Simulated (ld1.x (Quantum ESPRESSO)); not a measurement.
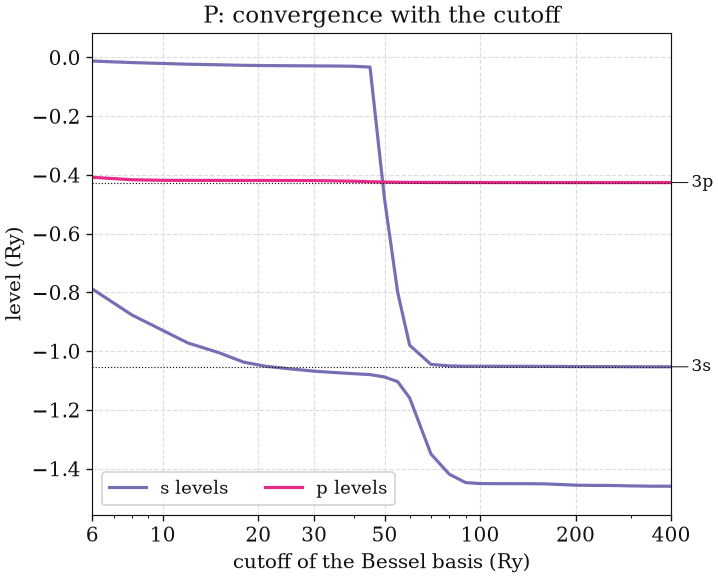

The pseudo-atom Hamiltonian at the reference potential is diagonalised in spherical Bessel functions (20 bohr box) up to the cutoff. Curves: the lowest levels of each channel that holds a bound state. Dotted lines: the all-electron valence levels.

Ld1.x (Quantum ESPRESSO) 7.5 input:

```
 &input
   title='P', zed=15., rel=1, dft='PBE', iswitch=3,
   config='[Ne] 3s1.5 3p3.5 3d-2'
 /
 &inputp
   pseudotype=2, tm=.true., lloc=-1, rcloc=1.10,
   nlcc=.true.
 /
3
3S  1  0   1.50   0.00  1.05  1.05  0.0
3P  2  1   3.50   0.00  1.35  1.35  0.0
3D  3  2  -2.00   0.25  1.10  1.10  0.0
 &test
   configts(1)='3s1.5 3p3.5'
 /
```

Does every curve settle on an all-electron level?

Ghost state below the valence levels: s at -19.9 eV. A ghost is a curve that settles on no dotted line: a bound state with no counterpart among the valence levels. In Ry: s -1.46.

From which cutoff on does the ghost show?

The lowest s curve lies clearly below the lowest valence level of its channel from about 60 Ry on and ends at -1.46 Ry. A test at a low cutoff would miss it.

Read the all-electron valence levels.

3s: -1.05 Ry; 3p: -0.43 Ry.
